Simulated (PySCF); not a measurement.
# BH2O (SMILES B[O]) at 4 levels

Wanted: a comparison of 4 runs (UB3LYP/STO-3G, UMP2/STO-3G, UCCSDT/STO-3G, FCI/STO-3G) of BH2O. The job is set up through a Python script.

The calculation is run with PySCF 2.14.0.

9 further runs of the same task are left out: 1 that didn't finish, 8 set aside as unsound or not needed.

## 1. The molecule

BH2O has 4 atoms, charge 0, and is taken as a doublet. SMILES: `B[O]`. The B1–O2 distance was set to 1.922 Å, away from the relaxed value.

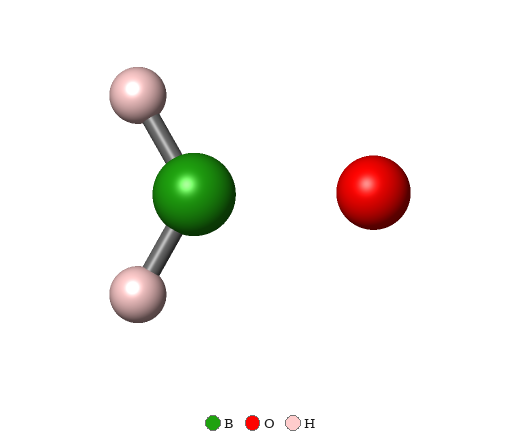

Viewed from a chosen angle; boron green, oxygen red, hydrogen pink.

## 2. The energy at UB3LYP/STO-3G (run 1)

File job.py:

```python
from pyscf import gto, dft

mol = gto.M(
    atom='''
B     -0.971933     0.292828    -0.682412
O      1.937536    -0.644019     1.279156
H     -2.958980    -0.798300    -0.367395
H     -0.811307     1.972417    -2.229153
''',
    verbose=3,
    unit='bohr',
    charge=0,
    max_memory=1860,
    spin=1,
    basis='sto-3g',
)

mf = dft.UKS(mol, xc='b3lyp')
mf.grids.level = 5
mf.conv_tol = 1e-10
mf.kernel()
if not mf.converged:
    mf = mf.newton().run(mf.mo_coeff, mf.mo_occ)

etot = mf.e_tot
print(f'total energy: {etot:.8f} hartree')
```

Launch:

```bash
OMP_NUM_THREADS=1 python job.py
```

Log:

```text
converged SCF energy = -99.769596909047  <S^2> = 0.78164609  2S+1 = 2.0313996
total energy: -99.76959691 hartree
```

Wall time 3.6 s (1 thread of Arm Neoverse V1, shared host); peak memory 0.17 GiB.

## 3. A single-point energy at UMP2/STO-3G (run 2)

File run.py:

```python
from pyscf import gto, mp

mol = gto.M(
    atom='''
B     -0.971933     0.292828    -0.682412
O      1.937536    -0.644019     1.279156
H     -2.958980    -0.798300    -0.367395
H     -0.811307     1.972417    -2.229153
''',
    basis='sto-3g',
    charge=0,
    max_memory=1860,
    verbose=4,
    unit='bohr',
    spin=1,
)

myscf = mol.UHF()
myscf.conv_tol = 1e-10
myscf.kernel()
if not myscf.converged:
    myscf = myscf.newton().run(myscf.mo_coeff, myscf.mo_occ)

pt = mp.MP2(myscf, frozen=2).run()
e_tot = pt.e_tot
print('E(%s) = %.9f' % ('MP2', e_tot))
```

Launch:

```bash
OMP_NUM_THREADS=1 python run.py
```

Log:

```text
PySCF version 2.14.0

[... 117 lines left out ...]
SCF not converged.
SCF energy = -99.2395098226133 after 50 cycles  <S^2> = 0.83643789  2S+1 = 2.0846466
[... 47 lines left out ...]
converged SCF energy = -99.2584117883293  <S^2> = 1.0897637  2S+1 = 2.3149632
[... 1 line left out ...]
******** <class 'pyscf.mp.ump2.UMP2'> ********
nocc = (np.int64(6), np.int64(5)), nmo = (10, 10)
frozen orbitals 2
E(UMP2) = -99.3030264895739  E_corr = -0.0446147012446203
E(SCS-UMP2) = -99.3088897967632  E_corr = -0.0504780084339676
E_corr(same-spin) = -0.00353034583797317
E_corr(oppo-spin) = -0.0410843554066471
E(MP2) = -99.303026490
```

Wall time 0.86 s (1 thread of Arm Neoverse V1, shared host); peak memory 0.12 GiB.

## 4. The energy at UCCSDT/STO-3G (run 3)

File input.py:

```python
from pyscf import gto, scf, cc

system = gto.M(
    atom=[
    ('B', (-0.514325, 0.154958, -0.361117)),
    ('O', (1.025300, -0.340800, 0.676900)),
    ('H', (-1.565825, -0.422442, -0.194417)),
    ('H', (-0.429325, 1.043758, -1.179617)),
],
    charge=0,
    basis='sto-3g',
    max_memory=1860,
    verbose=3,
    spin=1,
)

myscf = scf.UHF(system)
myscf.conv_tol = 1e-10
myscf.kernel()
if not myscf.converged:
    myscf = myscf.newton().run(myscf.mo_coeff, myscf.mo_occ)

mycc = cc.CCSDT(myscf, frozen=2)
mycc.kernel()
e_final = mycc.e_tot
print('E(%s) = %.9f' % ('CCSDT', e_final))
```

Launch:

```bash
OMP_NUM_THREADS=1 python input.py
```

Log:

```text
SCF not converged.
SCF energy = -99.2409066894863 after 50 cycles  <S^2> = 0.7898774  2S+1 = 2.0394876
converged SCF energy = -99.2584117695677  <S^2> = 1.0897674  2S+1 = 2.3149664
_make_eris_incore_UCCSDT

WARN: A large `blksize_v_aaa` is being used, which may cause large memory consumption
      for storing contraction intermediates. If memory is sufficient, consider using
      `pyscf.cc.uccsdt_highm.UCCSDT` instead.

WARN: A large `blksize_v_aab` is being used, which may cause large memory consumption
      for storing contraction intermediates. If memory is sufficient, consider using
      `pyscf.cc.uccsdt_highm.UCCSDT` instead.

UCCSDT converged
E(UCCSDT) = -99.35512866790266   E_corr = -0.0967168983349988
E_corr(same-spin) = -0.0096738766952468
E_corr(oppo-spin) = -0.087043021639752
E(CCSDT) = -99.355128668
```

It took 1.8 s on 1 thread of Arm Neoverse V1, shared host; peak memory 0.12 GiB.

## 5. The energy at FCI/STO-3G (run 4)

File start.xyz:

```xyz
4

B     -0.514325     0.154958    -0.361117
O      1.025300    -0.340800     0.676900
H     -1.565825    -0.422442    -0.194417
H     -0.429325     1.043758    -1.179617
```

File input.py:

```python
from pyscf import gto, mcscf

mol = gto.M(
    atom='start.xyz',
    basis='sto-3g',
    max_memory=1860,
    verbose=4,
    spin=1,
)

hf = mol.ROHF()
hf.conv_tol = 1e-10
hf.kernel()
if not hf.converged:
    hf = hf.newton().run(hf.mo_coeff, hf.mo_occ)

cas = mcscf.CASCI(hf, hf.mo_coeff.shape[-1] - 2, (mol.nelec[0] - 2, mol.nelec[1] - 2))  # full CI above the frozen core
cas.fix_spin_(ss=0.75)
cas.kernel()
e_final = cas.e_tot
print('E(%s) = %.9f' % ('FCI', e_final))
```

Launch:

```bash
OMP_NUM_THREADS=1 python input.py
```

Log:

```text
PySCF version 2.14.0

[... 39 lines left out ...]
WARN: HOMO 0.302411229807401 >= LUMO 0.1316399788013
[... 22 lines left out ...]
converged SCF energy = -99.2441545920367
[... 1 line left out ...]
******** <class 'pyscf.mcscf.casci.CASCI'> ********
CAS (6e+5e, 10o), ncore = 2, nvir = 0
natorb = False
canonicalization = True
sorting_mo_energy = False
******** <class 'pyscf.fci.addons.SpinPenaltyFCISolver'> ********
max. cycles = 200
conv_tol = 1e-08
davidson only = True
linear dependence = 1e-12
level shift = 0.001
max iter space = 12
nroots = 1
pspace_size = 400
spin = None
Density matrix diagonal elements [1.99528488 1.97314023 1.97314354 1.91945276 1.86819306 1.00139948
 0.08683226 0.13970572 0.0222478  0.02060029]
CASCI converged
CASCI E = -99.3549270925814  E(CI) = -29.3322253899290  S^2 = 0.7500000
E(FCI) = -99.354927093
```

Run time: 1.6 s. Hardware: 1 thread of Arm Neoverse V1, shared host; peak memory 0.13 GiB.

## 6. The series

```tsv
run	level	integration grid	frozen core orbitals	energy (Eh)	dipole moment (D) of the reference	HOMO energy (eV)	LUMO energy (eV)	wall time
1	UB3LYP/STO-3G	5	–	-99.769597	0.56	-3.96	0.67	3.6 s
2	UMP2/STO-3G	–	2	-99.303026	0.78	-8.52	6.06	0.86 s
3	UCCSDT/STO-3G	–	2	-99.355129	0.78	-8.52	6.06	1.8 s
4	FCI/STO-3G	–	2	-99.354927	1.29	–	–	1.6 s
```

## 7. What came out

| quantity | value |
| --- | --- |
| run 4: total energy | -99.35493 Eh |
| run 4: dipole moment (Hartree–Fock density) | 1.29 D |
| run 4: correlation energy (2 core orbitals frozen) | -110.8 mEh |

Against full CI in this basis: UMP2 +51.9 mEh; UCCSDT -0.2 mEh. In runs 1, 2, 3, 4 the basis is minimal, so the values are rough. Spin contamination of the reference: run 3 ⟨S²⟩ = 1.09, run 2 ⟨S²⟩ = 1.09. All runs together took 7.9 s, the longest 3.6 s.
